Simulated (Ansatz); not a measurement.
# Hypothetical zinc blende SbAs, pressure series

Base system: SbAs in the zinc blende structure (space group F-43m, No. 216; a = 6.538 Å; a hypothetical phase, not in the database extracts checked).

Cell and atoms are relaxed at each pressure.

Computed with PBE (Ansatz, an electronic-structure program; PAW; 420 eV plane waves; scalar-relativistic without spin-orbit coupling).

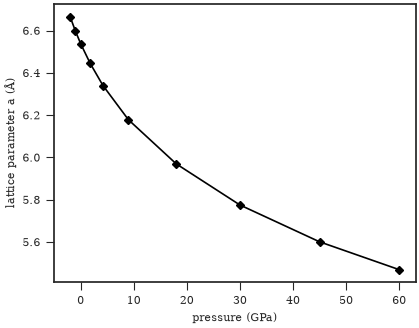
Figure: Lattice parameter a against pressure

Q: From the plot, what is the lattice parameter a for pressure 9 GPa?

A: About 6.18 Å.

Q: Is the trend monotonic over the range shown?

A: Yes, it falls throughout, spanning 5.469 Å to 6.666 Å.

Load acts through the strain it causes; cell and atoms are relaxed under it. No phonon test of stability was made. Competing high-pressure phases were not computed. All final runs are without spin polarisation.
